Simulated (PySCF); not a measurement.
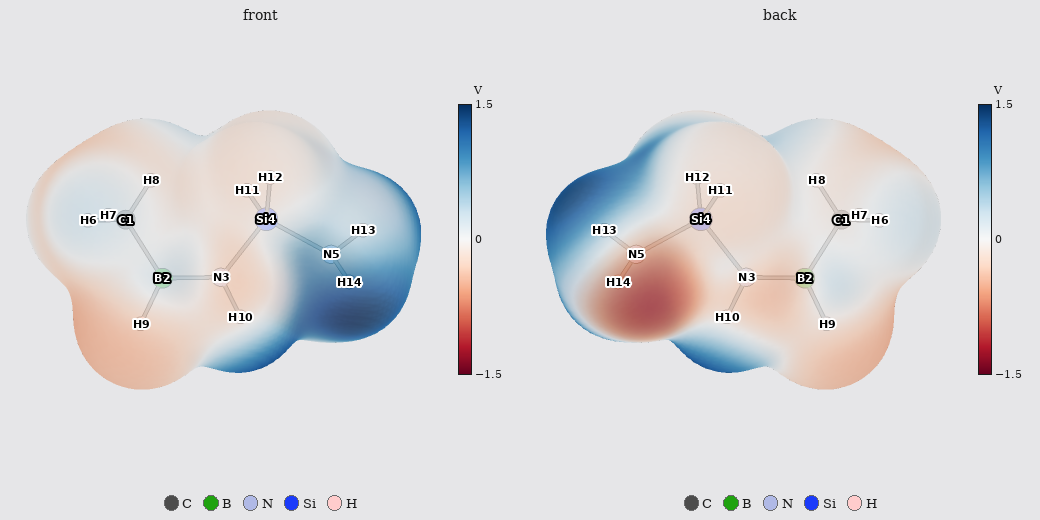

Figure. CH$_{9}$BN$_{2}$Si (SMILES CBN[SiH2]N). The molecular electrostatic potential painted on the density surface at 0.001 e/bohr³, seen from the front and from behind; red is negative and blue positive.

Geometry: GFN2-xTB.

Method: CAM-B3LYP/def2-SVPD, SCF density, gas phase in PySCF.

```json
{"atom": "C", "x (Å)": "-2.2391", "y (Å)": "0.0751", "z (Å)": "-0.3177"}
{"atom": "B", "x (Å)": "-1.2879", "y (Å)": "-0.1512", "z (Å)": "0.9245"}
{"atom": "N", "x (Å)": "0.1006", "y (Å)": "-0.1557", "z (Å)": "0.7848"}
{"atom": "Si", "x (Å)": "1.1125", "y (Å)": "0.0445", "z (Å)": "-0.6189"}
{"atom": "N", "x (Å)": "2.7024", "y (Å)": "-0.1091", "z (Å)": "0.0355"}
{"atom": "H", "x (Å)": "-2.8790", "y (Å)": "-0.7935", "z (Å)": "-0.4681"}
{"atom": "H", "x (Å)": "-2.9089", "y (Å)": "0.9174", "z (Å)": "-0.1500"}
{"atom": "H", "x (Å)": "-1.7028", "y (Å)": "0.2532", "z (Å)": "-1.2457"}
{"atom": "H", "x (Å)": "-1.7468", "y (Å)": "-0.3254", "z (Å)": "1.9954"}
{"atom": "H", "x (Å)": "0.6291", "y (Å)": "-0.3475", "z (Å)": "1.6240"}
{"atom": "H", "x (Å)": "0.9773", "y (Å)": "-1.0611", "z (Å)": "-1.5686"}
{"atom": "H", "x (Å)": "0.8071", "y (Å)": "1.3396", "z (Å)": "-1.2477"}
{"atom": "H", "x (Å)": "3.4701", "y (Å)": "-0.1633", "z (Å)": "-0.6125"}
{"atom": "H", "x (Å)": "2.9650", "y (Å)": "0.4765", "z (Å)": "0.8129"}
```

Question: Which sites attract a positive test charge, and which a negative one?

Answer: A positive charge is drawn to the negative regions and a negative charge to the positive ones. The most negative region (about −1.0 V) lies over N5, the most positive (about +1.4 V) over H13 and H14.

Question: How polar is the molecule by this calculation?

Answer: Its dipole moment is 1.99 D.
